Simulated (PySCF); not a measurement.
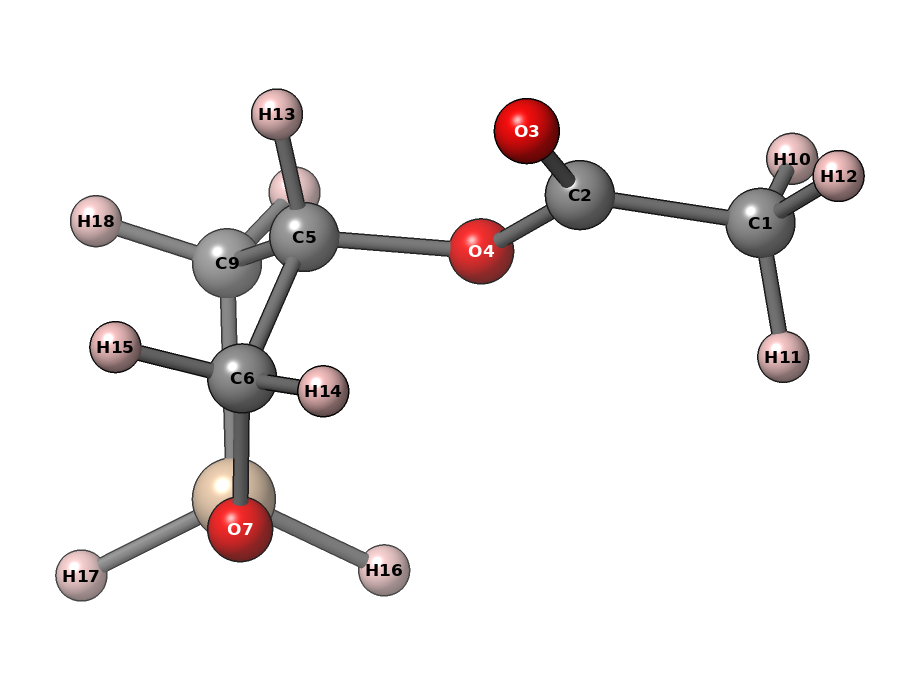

Si8 lies behind O7. The molecule seen nearly along the O7–Si8 bond, O7 in front. Depth is shown by fading: the farther an atom, the more it takes the colour of the background. The geometry was computed by an optimisation with PBE0-D3(BJ)/def2-SVP. No frequency run is at hand to confirm it as a minimum.

Question: What is the torsion angle C6–O7–Si8–C9? The sign is positive where the front bond must turn clockwise to cover the back bond.

Answer: −2°, synperiplanar (eclipsed).
